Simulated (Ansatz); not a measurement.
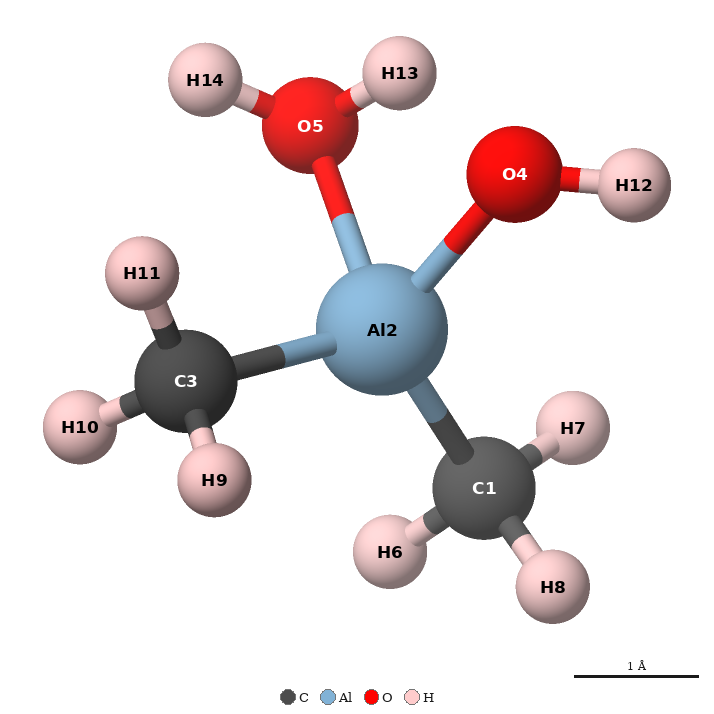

The geometry was computed by an optimisation with PBE-D4/def2-SVP. No frequency run is at hand to confirm it as a minimum.

Question: How are the neighbours of atom 3 arranged?

Answer: C3 has 4 neighbours (Al2 at 1.97, H9 at 1.11, H10 at 1.11, H11 at 1.11 Å); the arrangement is tetrahedral.

Question: Describe the coordination of atom 4.

Answer: O4 has 2 neighbours (Al2 at 1.80, H12 at 0.97 Å); the arrangement is bent.

Question: Describe the coordination of atom 5.

Answer: O5 has 3 neighbours (Al2 at 2.04, H13 at 1.02, H14 at 0.98 Å); the arrangement is trigonal pyramidal.

Question: Describe the coordination of atom 1.

Answer: C1 has 4 neighbours (Al2 at 1.97, H6 at 1.11, H7 at 1.11, H8 at 1.11 Å); the arrangement is tetrahedral.
